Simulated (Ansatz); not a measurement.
**Nudged elastic band, with input and output: C3H8Cl2Si (part 2 of 2)**

C3H8Cl2Si, SMILES C[SiH2]C(C)(Cl)Cl; RKS r2SCANh-D4/STO-3G (Ansatz 0.2.0). It belongs to a series of runs on one base structure; here: band between the two ends.

Geometry of the input (Å):
```
C  -1.3002  -0.3475  1.8610
Si 0.0637  -0.7600  0.6636
C  0.1300  0.5634  -0.7128
C  1.2324  0.3522  -1.7795
Cl -1.5098  0.6026  -1.5942
Cl 0.4158  2.2289  0.0728
H  -1.3583  -1.0943  2.6570
H  -2.2666  -0.3175  1.3514
H  -1.1301  0.6290  2.3214
H  1.3650  -0.7526  1.2878
H  -0.1543  -2.0224  -0.0011
H  1.0777  -0.6145  -2.2773
H  1.2059  1.1512  -2.5308
H  2.2157  0.3524  -1.2903
```

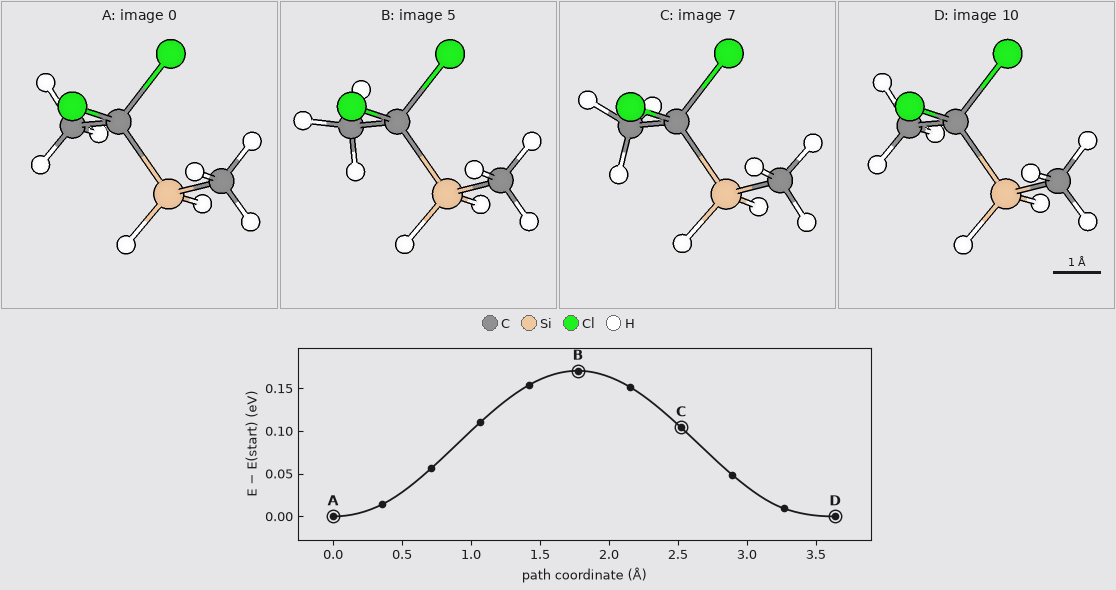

Figure 1. Images of the last band (counted from 0; ball-and-stick, seen at a tilt) above the energy along the path; the line is a cubic interpolation that uses the forces. The highest image is number 5, 0.171 eV above the start and 0.171 eV above the end (the climbing image); start and end have the same energy. The path is 3.64 Å long. The band converged in 7 iterations.

```
Total energy: -35760.86133275 eV, -1314.1874143963 hartree
Atom 0 at    -1.294433    -0.334005     1.872393 Å, force    -0.007567     0.004069     0.001015 eV/Å
Atom 1 at     0.095274    -0.722439     0.697320 Å, force    -0.000096    -0.001728     0.002633 eV/Å
Atom 2 at     0.098891     0.534745    -0.741260 Å, force     0.008593    -0.007949    -0.004384 eV/Å
Atom 3 at     1.243319     0.342066    -1.793123 Å, force    -0.005412     0.006217    -0.006701 eV/Å
Atom 4 at    -1.545044     0.417670    -1.615179 Å, force    -0.003599     0.002937     0.000711 eV/Å
Atom 5 at     0.235090     2.247389    -0.015235 Å, force     0.001042     0.006611     0.002923 eV/Å
Atom 6 at    -1.324532    -1.056838     2.691807 Å, force    -0.000196    -0.001664     0.003069 eV/Å
Atom 7 at    -2.257636    -0.364038     1.356845 Å, force     0.002488    -0.000571     0.000466 eV/Å
Atom 8 at    -1.171815     0.663183     2.302506 Å, force    -0.000683    -0.003923    -0.004470 eV/Å
Atom 9 at     1.390851    -0.615732     1.324623 Å, force     0.001679     0.002357     0.001092 eV/Å
Atom 10 at    -0.046454    -2.024078     0.089784 Å, force     0.002684     0.000142    -0.000820 eV/Å
Atom 11 at     0.819613     0.159518    -2.787397 Å, force    -0.002919     0.000867    -0.000757 eV/Å
Atom 12 at     1.872852     1.238262    -1.838285 Å, force     0.000440    -0.001183     0.001427 eV/Å
Atom 13 at     1.870825    -0.514903    -1.515798 Å, force     0.003545    -0.006183     0.003796 eV/Å
Dipole moment:     0.361475    -0.488792     0.159811 e Å
this run last wrote the band of iteration 7 to [file]
```

The last band as extended XYZ (Å, eV, eV/Å):
```
14
Properties=species:S:1:pos:R:3:forces:R:3 image=0 energy=-35761.03187
C    -1.3002   -0.3475    1.8610   -0.0011   0.0025  -0.0089
Si    0.0637   -0.7600    0.6636   -0.0042   0.0050  -0.0045
C     0.1300    0.5634   -0.7128    0.0117   0.0107   0.0070
C     1.2324    0.3522   -1.7795    0.0057   0.0038   0.0031
Cl   -1.5098    0.6026   -1.5942   -0.0103  -0.0041   0.0042
Cl    0.4158    2.2289    0.0728   -0.0035  -0.0102  -0.0045
H    -1.3583   -1.0943    2.6570   -0.0009   0.0002   0.0046
H    -2.2666   -0.3175    1.3514    0.0023   0.0003   0.0015
H    -1.1301    0.6290    2.3214    0.0008  -0.0020   0.0001
H     1.3650   -0.7526    1.2878   -0.0024  -0.0016   0.0055
H    -0.1543   -2.0224   -0.0011    0.0003  -0.0025  -0.0018
H     1.0777   -0.6145   -2.2773   -0.0015   0.0015  -0.0027
H     1.2059    1.1512   -2.5308   -0.0021  -0.0027   0.0005
H     2.2157    0.3524   -1.2903    0.0053  -0.0011  -0.0042
14
Properties=species:S:1:pos:R:3:forces:R:3 image=1 energy=-35761.01788
C    -1.3050   -0.3496    1.8563   -0.0038  -0.0030  -0.0025
Si    0.0743   -0.7527    0.6735   -0.0020  -0.0018  -0.0010
C     0.1280    0.5582   -0.7151    0.0044   0.0019   0.0020
C     1.2278    0.3477   -1.7868   -0.0004  -0.0005  -0.0015
Cl   -1.5172    0.5969   -1.5879    0.0024   0.0148   0.0054
Cl    0.4130    2.2231    0.0718    0.0160   0.0015   0.0087
H    -1.3287   -1.0623    2.6847   -0.0027  -0.0021  -0.0018
H    -2.2733   -0.3826    1.3509   -0.0011   0.0013  -0.0012
H    -1.1750    0.6523    2.2733    0.0012  -0.0023  -0.0010
H     1.3696   -0.7038    1.3087   -0.0026  -0.0115  -0.0012
H    -0.1077   -2.0311    0.0287   -0.0076   0.0010  -0.0087
H     0.9681   -0.5177   -2.4105    0.0154  -0.0318   0.0292
H     1.3227    1.2338   -2.4261   -0.0321  -0.0106  -0.0316
H     2.1903    0.1588   -1.2927    0.0130   0.0431   0.0053
14
Properties=species:S:1:pos:R:3:forces:R:3 image=3 energy=-35760.92178
C    -1.3010   -0.3426    1.8642   -0.0041  -0.0149  -0.0051
Si    0.0835   -0.7389    0.6851   -0.0053  -0.0026  -0.0046
C     0.1110    0.5434   -0.7312   -0.0032   0.0072  -0.0052
C     1.2370    0.3443   -1.7926   -0.0175   0.0251  -0.0119
Cl   -1.5359    0.5190   -1.6062    0.0187   0.0312   0.0121
Cl    0.3252    2.2275    0.0400    0.0297   0.0017   0.0249
H    -1.3218   -1.0558    2.6924   -0.0046   0.0005  -0.0021
H    -2.2679   -0.3818    1.3566   -0.0036   0.0009  -0.0007
H    -1.1779    0.6598    2.2816    0.0000  -0.0004  -0.0039
H     1.3786   -0.6468    1.3160   -0.0045  -0.0135  -0.0045
H    -0.0687   -2.0348    0.0686   -0.0095  -0.0029  -0.0121
H     0.8430   -0.2187   -2.6478    0.0236  -0.0612   0.0426
H     1.6108    1.3132   -2.1465   -0.0617  -0.0327  -0.0532
H     2.0710   -0.2170   -1.3513    0.0420   0.0617   0.0238
14
Properties=species:S:1:pos:R:3:forces:R:3 image=4 energy=-35760.87791
C    -1.2984   -0.3398    1.8679   -0.0157   0.0182   0.0006
Si    0.0871   -0.7321    0.6894    0.0085  -0.0096   0.0030
C     0.1053    0.5410   -0.7350    0.0157  -0.0101  -0.0121
C     1.2410    0.3438   -1.7929    0.0053  -0.0211   0.0031
Cl   -1.5416    0.4782   -1.6084   -0.0008   0.0247   0.0060
Cl    0.2858    2.2361    0.0206    0.0152   0.0110   0.0206
H    -1.3253   -1.0590    2.6905   -0.0012  -0.0071   0.0037
H    -2.2639   -0.3711    1.3567    0.0021  -0.0008   0.0024
H    -1.1732    0.6593    2.2938   -0.0017  -0.0165  -0.0109
H     1.3830   -0.6354    1.3186   -0.0079  -0.0066  -0.0062
H    -0.0613   -2.0301    0.0758   -0.0047   0.0018  -0.0082
H     0.8184   -0.0315   -2.7321   -0.0076  -0.0514   0.0087
H     1.7512    1.2928   -1.9917   -0.0242   0.0287  -0.0352
H     1.9787   -0.3813   -1.4242    0.0171   0.0387   0.0243
14
Properties=species:S:1:pos:R:3:forces:R:3 image=6 energy=-35760.88003
C    -1.2886   -0.3282    1.8771   -0.0045   0.0126   0.0017
Si    0.1024   -0.7160    0.7032    0.0084   0.0012   0.0076
C     0.0947    0.5295   -0.7455   -0.0060  -0.0100  -0.0055
C     1.2413    0.3423   -1.7927   -0.0011   0.0051  -0.0032
Cl   -1.5443    0.3660   -1.6217    0.0001  -0.0176  -0.0004
Cl    0.1983    2.2563   -0.0495   -0.0145   0.0070  -0.0124
H    -1.3263   -1.0580    2.6900    0.0012  -0.0001   0.0053
H    -2.2499   -0.3485    1.3573    0.0052  -0.0014   0.0010
H    -1.1624    0.6647    2.3161   -0.0009  -0.0061  -0.0044
H     1.3986   -0.6070    1.3287    0.0025   0.0112   0.0026
H    -0.0393   -2.0194    0.0991    0.0099   0.0025   0.0060
H     0.8406    0.3732   -2.8123    0.0034   0.0507  -0.0095
H     1.9841    1.1408   -1.6818    0.0268  -0.0237   0.0397
H     1.7377   -0.6247   -1.6390   -0.0305  -0.0315  -0.0286
14
Properties=species:S:1:pos:R:3:forces:R:3 image=7 energy=-35760.92765
C    -1.2823   -0.3230    1.8810   -0.0006   0.0070   0.0018
Si    0.1096   -0.7111    0.7081    0.0099   0.0037   0.0076
C     0.0894    0.5231   -0.7502   -0.0024  -0.0075  -0.0026
C     1.2366    0.3435   -1.7908   -0.0038   0.0028  -0.0012
Cl   -1.5405    0.3199   -1.6331   -0.0030  -0.0304  -0.0073
Cl    0.1679    2.2617   -0.0826   -0.0217   0.0034  -0.0213
H    -1.3264   -1.0581    2.6888    0.0030   0.0031   0.0042
H    -2.2420   -0.3352    1.3580    0.0046  -0.0015   0.0000
H    -1.1526    0.6661    2.3270   -0.0009   0.0008  -0.0016
H     1.4064   -0.5960    1.3312    0.0043   0.0173   0.0042
H    -0.0303   -2.0174    0.1098    0.0147   0.0018   0.0113
H     0.8860    0.5854   -2.8009    0.0164   0.0793   0.0015
H     2.0723    1.0070   -1.5376    0.0332  -0.0497   0.0560
H     1.5925   -0.6951   -1.7797   -0.0539  -0.0301  -0.0527
14
Properties=species:S:1:pos:R:3:forces:R:3 image=9 energy=-35761.02252
C    -1.2740   -0.3177    1.8834    0.0003   0.0036  -0.0006
Si    0.1239   -0.7040    0.7168    0.0034   0.0017   0.0030
C     0.0779    0.5078   -0.7593   -0.0068  -0.0047  -0.0039
C     1.2235    0.3439   -1.7896   -0.0038   0.0007   0.0020
Cl   -1.5355    0.2658   -1.6599    0.0028  -0.0088  -0.0019
Cl    0.1357    2.2563   -0.1204   -0.0060   0.0016  -0.0046
H    -1.3167   -1.0480    2.6956    0.0023   0.0022   0.0032
H    -2.2319   -0.3380    1.3575    0.0010  -0.0038   0.0003
H    -1.1508    0.6748    2.3237   -0.0028   0.0002  -0.0038
H     1.4178   -0.5482    1.3373    0.0016   0.0109   0.0014
H     0.0102   -2.0246    0.1454    0.0089  -0.0011   0.0072
H     1.0421    0.9646   -2.6755    0.0143   0.0304   0.0099
H     2.1730    0.6461   -1.3286    0.0085  -0.0312   0.0159
H     1.2917   -0.7081   -2.0974   -0.0237  -0.0016  -0.0282
14
Properties=species:S:1:pos:R:3:forces:R:3 image=10 energy=-35761.03192
C    -1.2877   -0.3343    1.8702   -0.0015   0.0007   0.0014
Si    0.1339   -0.6956    0.7245    0.0005  -0.0004   0.0004
C     0.0893    0.5203   -0.7483   -0.0015   0.0007   0.0008
C     1.2118    0.3337   -1.7987    0.0011   0.0001  -0.0013
Cl   -1.5434    0.3368   -1.6266    0.0023  -0.0006  -0.0004
Cl    0.2115    2.2596   -0.0919   -0.0004  -0.0025  -0.0020
H    -1.2744   -1.0060    2.7324    0.0004  -0.0009  -0.0008
H    -2.2428   -0.4612    1.3546    0.0004   0.0008  -0.0007
H    -1.2363    0.6933    2.2386    0.0016   0.0002   0.0008
H     1.4147   -0.5085    1.3630   -0.0005   0.0000  -0.0007
H     0.0577   -2.0202    0.1562   -0.0003   0.0001   0.0003
H     1.1131    1.0675   -2.6082   -0.0002   0.0006   0.0009
H     2.1892    0.4630   -1.3146   -0.0013   0.0000   0.0009
H     1.1502   -0.6778   -2.2221   -0.0007   0.0010   0.0006
```

Key numbers:

- outcome: converged
- barrier, forward: 0.171 eV
- barrier, backward: 0.171 eV
- wall time: 2.9 min
- peak memory: 0.19 GiB

Notes:

The order of the saddle point was not checked.
